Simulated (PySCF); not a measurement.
```
atom    x (Å)    y (Å)    z (Å)
   C  -2.0836   0.1756   0.8788
   C  -1.2885   0.1893  -0.4197
   C   0.2244   0.2651  -0.1392
   O   0.6216  -0.9336   0.4700
   C   1.9267  -0.9199   1.0021
   C   0.9474   0.5062  -1.4402
   O   1.6479  -0.1925  -2.0776
   F   0.6805   1.7755  -1.8900
   H  -1.7572  -0.6518   1.5022
   H  -1.9446   1.1046   1.4270
   H  -3.1420   0.0556   0.6642
   H  -1.4753  -0.7299  -0.9763
   H  -1.5810   1.0413  -1.0351
   H   0.4312   1.1289   0.5191
   H   2.6840  -0.8085   0.2211
   H   2.0573  -1.8802   1.4955
   H   2.0442  -0.1135   1.7365
```

Geometry: GFN2-xTB.

Level of theory: PBE0/pcSseg-1, SCF density, gas phase, non-relativistic (PySCF 2.14.0).

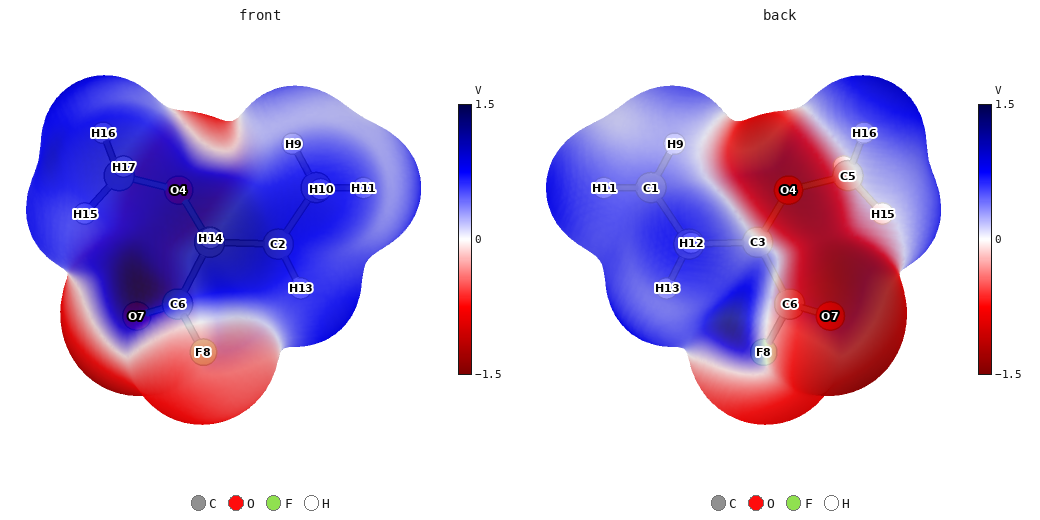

C5H9FO2. The molecular electrostatic potential painted on the density surface at 0.002 e/bohr³, seen from the front and from behind; red is negative and blue positive.

> Where is the surface potential most negative and most positive?

The most negative region (about −1.4 V) lies over O7, the most positive (about +1.4 V) over the π face of C6. O7 is the likeliest acceptor of a hydrogen bond.

> How polar is the molecule by this calculation?

Its dipole moment is 2.72 D.
